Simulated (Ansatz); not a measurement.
## Electronic structure of AlFH₄O in real space

```yaml
atoms:
  - { symbol: Al, position_ang: [0.0330, 0.3990, -0.1096] }
  - { symbol: O, position_ang: [-0.0162, 0.0588, 1.9094] }
  - { symbol: H, position_ang: [-0.8687, -0.2948, 2.2388] }
  - { symbol: H, position_ang: [1.4034, -0.2291, -0.6149] }
  - { symbol: H, position_ang: [-1.4106, -0.1520, -0.5269] }
  - { symbol: F, position_ang: [0.0888, 2.0712, 0.2866] }
  - { symbol: H, position_ang: [0.0093, 1.0053, 2.1874] }
```

All numbers below come from RKS BLYP-D4/def2-SVP (Ansatz 0.2.0).

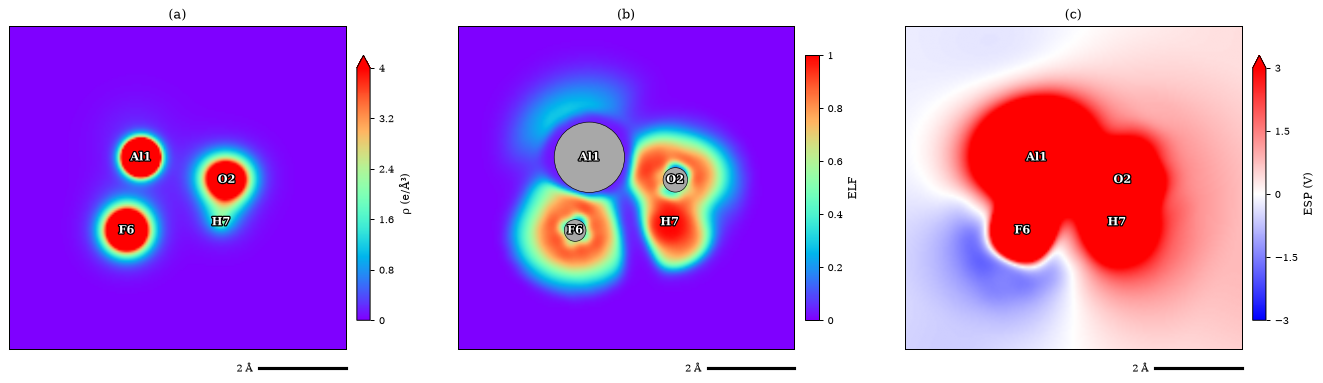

Figure 1. (a) total electron density; (b) electron localisation function; (c) electrostatic potential on the plane of atoms Al1, O2 and H7. Grey discs cover the atomic cores in the ELF map.

Interpret the plot.

Answer. The section cuts through Al, O, F and H sites. Al–F (1.72 Å): ρ is about 0.69 e/Å³ halfway; the ELF peaks at about 0.90 in the valence shell of F, 0.6 Å from its nucleus, and is about 0.25 at the midpoint. Al–O (2.05 Å): the density is about 0.38 e/Å³ at the midpoint; the ELF peaks at about 0.90 in the valence shell of O, 0.7 Å from its nucleus, and is about 0.45 at the midpoint. O–H (0.99 Å): the density is about 3.6 e/Å³ at the midpoint; the ELF climbs to about 1 towards the hydrogen, as it does in any bond to H (a covalent bond by its length). The ELF also peaks beside F6, away from the bonds: lone-pair regions. Outside the dense part of the molecule the potential is most negative (−1.8 V) near F6.

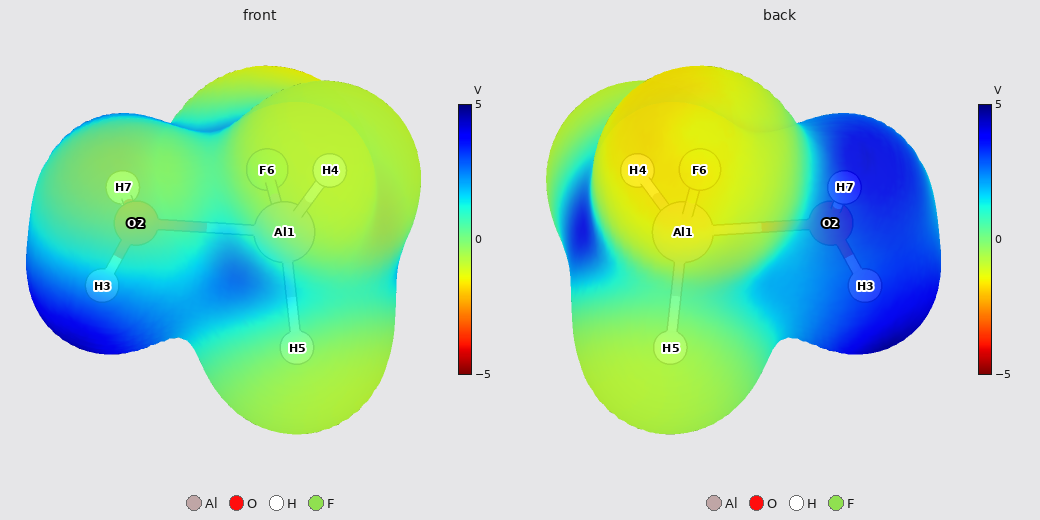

Figure 2. The molecular electrostatic potential painted on the density surface at 0.004 e/bohr³, seen from the front and from behind; the colour scale runs from red (negative) to blue (positive).

Which sites attract a positive test charge, and which a negative one?

Answer. A positive charge is drawn to the negative regions and a negative charge to the positive ones. The most negative region (about −1.7 V, or −39 kcal/mol for a unit charge) lies over F6, the most positive (about +4.5 V, or +104 kcal/mol for a unit charge) over H3.

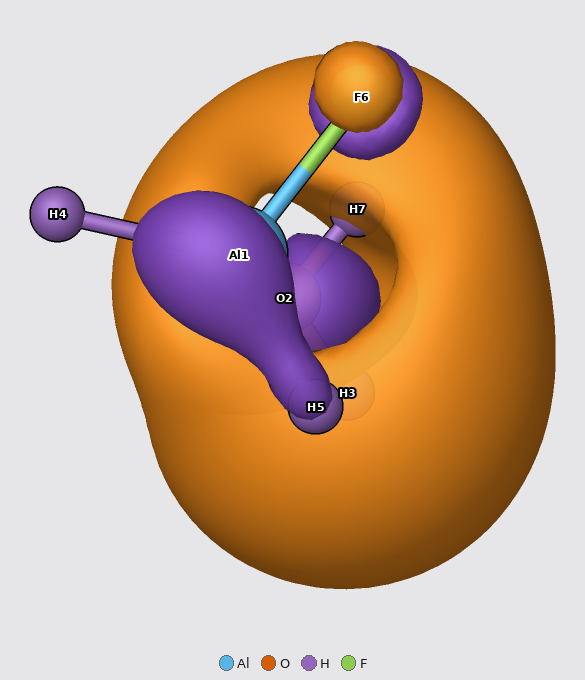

Figure 3. One frontier orbital at ±0.1 Å⁻³ᐟ² (orange and purple are the two phases), seen at an oblique angle.

Which orbital is it: HOMO or LUMO?

Answer. The LUMO, at −1.01 eV. It lies mainly on H3 (about 35 %), O2 (about 25 %), Al1 (about 20 %) and H7 (about 15 %).
